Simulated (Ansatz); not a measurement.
# UHF/6-311+G(d,p) (start density atoms) run of C2F5 (pentafluoroethyl)

What is the energy difference between two shapes of C2F5 (pentafluoroethyl) at UHF/6-311+G** (start density atoms)? 

Program for the calculation: Ansatz 0.2.0.

2 further runs of the same task are left out: 2 set aside as unsound or not needed. Runs told in other sessions of the task aren't counted.

**1. The system as given**

The species is C2F5 (7 atoms), meant as a doublet with charge 0. As SMILES, `F[C](F)C(F)(F)F`. The shape is that of a PBE0-D4/def2-TZVP optimisation.

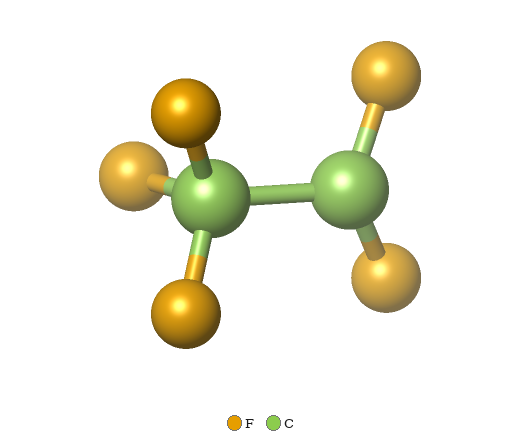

Viewed from a chosen angle; fluorine amber, carbon green.

**2. Energy and gradient at UHF/6-311+G(d,p) (start density atoms)**

Contents of job.yaml:

```yaml
crystal:
  periodic: [false, false, false]
  atoms:
    - {symbol: F, position_ang: [1.561030, -0.846020, 0.512950]}
    - {symbol: C, position_ang: [0.322010, -0.468420, 0.723150]}
    - {symbol: F, position_ang: [-0.464130, -1.481230, 1.002660]}
    - {symbol: C, position_ang: [-0.228340, 0.480800, -0.320510]}
    - {symbol: F, position_ang: [0.577960, 1.527090, -0.444820]}
    - {symbol: F, position_ang: [-1.434800, 0.896110, 0.043240]}
    - {symbol: F, position_ang: [-0.333720, -0.108340, -1.516660]}
basis:
  gaussian: {orbitals: 6-311+G_st__st_.json}
output: {forces: true, orbitals: {seedname: orbitals}}
hamiltonian: {xc: hf}
magnetization: {spin_polarized: true, initial_magnetization: 1}
```

The basis set 6-311+G** is read from a file made from the Basis Set Exchange's data (not shown).

Command:

```console
ansatz run job.yaml --threads 1 --pin off --max-ram 3480MiB --events-out events.jsonl --progress --plain --runs-dir runs
```

Output:

```text
Warning: RAYON_NUM_THREADS=1 ignored (pool sized by the plan → 1); use --threads N
Functional definition: HF
  name "HF"
  exchange = exact_x
  correlation = 0
1233 factors; integrals over basis functions are off by at most 8.7e-4 eV
mean field evaluation 1: about -15588.3438 eV, gradient 3.6e1 eV
mean field evaluation 2: about -15588.3526 eV, gradient 3.6e1 eV
mean field evaluation 4: about -15593.2089 eV, gradient 3.6e0 eV
mean field evaluation 8: about -15593.3429 eV, gradient 2.6e-1 eV
mean field -15593.34397473 eV, -573.0448215232 hartree, gradient 1.9e-5 eV, S^2 0.756197; 0 other end points of the search recorded, 0 dependent functions left out
the calculation of the forces begins
reference -15593.34397473 eV, -573.0448215232 hartree; 29, 28 occupied and 125, 126 virtual orbitals, 1233 factors
Total energy: -15593.34397473 eV, -573.0448215232 hartree
Atom 0 at     1.561030    -0.846020     0.512950 Å, force    -0.819574     0.172519     0.048444 eV/Å
Atom 1 at     0.322010    -0.468420     0.723150 Å, force     0.200761    -0.542505     0.123722 eV/Å
Atom 2 at    -0.464130    -1.481230     1.002660 Å, force     0.524181     0.593368    -0.275634 eV/Å
Atom 3 at    -0.228340     0.480800    -0.320510 Å, force    -0.314994     0.376329    -0.809124 eV/Å
Atom 4 at     0.577960     1.527090    -0.444820 Å, force    -0.754227    -0.875775     0.110981 eV/Å
Atom 5 at    -1.434800     0.896110     0.043240 Å, force     1.069958    -0.302718    -0.332300 eV/Å
Atom 6 at    -0.333720    -0.108340    -1.516660 Å, force     0.093896     0.578783     1.133911 eV/Å
Dipole moment:     0.026725     0.026631     0.144436 e Å
```

Run time: 5.7 s. Hardware: 1 thread of Arm Neoverse V2, shared host; peak memory 0.4 GiB.

**3. The distorted shape**

Contents of job.yaml:

```yaml
crystal:
  periodic: [false, false, false]
  atoms:
    - {symbol: F, position_ang: [1.418668, -0.831732, 0.393822]}
    - {symbol: C, position_ang: [0.456099, -0.517376, 0.592503]}
    - {symbol: F, position_ang: [-0.401281, -1.506560, 1.085067]}
    - {symbol: C, position_ang: [-0.279623, 0.525641, -0.334461]}
    - {symbol: F, position_ang: [0.452185, 1.624315, -0.404361]}
    - {symbol: F, position_ang: [-1.512761, 0.741357, 0.127600]}
    - {symbol: F, position_ang: [-0.226200, -0.000415, -1.615803]}
basis:
  gaussian: {orbitals: 6-311+G_st__st_.json}
output: {forces: true, orbitals: {seedname: orbitals}}
hamiltonian: {xc: hf}
magnetization: {spin_polarized: true, initial_magnetization: 1}
```

The basis set 6-311+G** is read from a file made from the Basis Set Exchange's data (not shown).

Command:

```console
ansatz run job.yaml --threads 1 --pin off --max-ram 3480MiB --events-out events.jsonl --progress --plain --runs-dir runs
```

Output (excerpt; [...] marks lines left out):

```text
Warning: RAYON_NUM_THREADS=1 ignored (pool sized by the plan → 1); use --threads N
[... 2 set-up lines as earlier in the session ...]
[...]
1233 factors; integrals over basis functions are off by at most 8.3e-4 eV
[...]
mean field -15589.68934202 eV, -572.9105162483 hartree, gradient 1.6e-5 eV, S^2 0.756913; 0 other end points of the search recorded, 0 dependent functions left out
[...]
reference -15589.68934202 eV, -572.9105162483 hartree; 29, 28 occupied and 125, 126 virtual orbitals, 1233 factors
Total energy: -15589.68934202 eV, -572.9105162483 hartree
Atom 0 at     1.418668    -0.831732     0.393822 Å, force    29.502016   -10.108419    -6.863863 eV/Å
Atom 1 at     0.456099    -0.517376     0.592503 Å, force   -31.199643    10.791708     7.834735 eV/Å
Atom 2 at    -0.401281    -1.506560     1.085067 Å, force     1.014125     1.175834    -1.284133 eV/Å
Atom 3 at    -0.279623     0.525641    -0.334461 Å, force     1.082141    -2.690770    -0.348242 eV/Å
Atom 4 at     0.452185     1.624315    -0.404361 Å, force    -1.157542    -0.426883     0.413041 eV/Å
Atom 5 at    -1.512761     0.741357     0.127600 Å, force     2.051869     0.076019    -1.640857 eV/Å
Atom 6 at    -0.226200    -0.000415    -1.615803 Å, force    -1.292965     1.182511     1.889319 eV/Å
Dipole moment:     0.365425     0.039599     0.039968 e Å
```

Wall time 6 s (1 thread of Arm Neoverse V2, shared host); peak memory 0.4 GiB.

**4. What came out**

Level: UHF/6-311+G** (start density atoms).

```
                                           quantity          value
                          first shape: total energy  -573.04482 Eh
                         first shape: dipole moment         0.72 D
    first shape: HOMO energy (highest over α and β)      -12.92 eV
     first shape: LUMO energy (lowest over α and β)        1.38 eV
                                  first shape: ⟨S²⟩          0.756
              first shape: largest force on an atom     1.277 eV/Å
                      distorted shape: total energy  -572.91052 Eh
                     distorted shape: dipole moment         1.78 D
distorted shape: HOMO energy (highest over α and β)      -10.61 eV
 distorted shape: LUMO energy (lowest over α and β)        1.80 eV
                              distorted shape: ⟨S²⟩          0.757
          distorted shape: largest force on an atom    33.930 eV/Å
             energy change with the atoms displaced       3.655 eV
```

What this shows: With the atoms displaced the energy rises by 3.65 eV (84 kcal/mol). The first shape isn't relaxed at this level, so the change isn't measured from a minimum. The largest force (first shape) is 1.28 eV/Å: the shape isn't a stationary point for this species at this level.
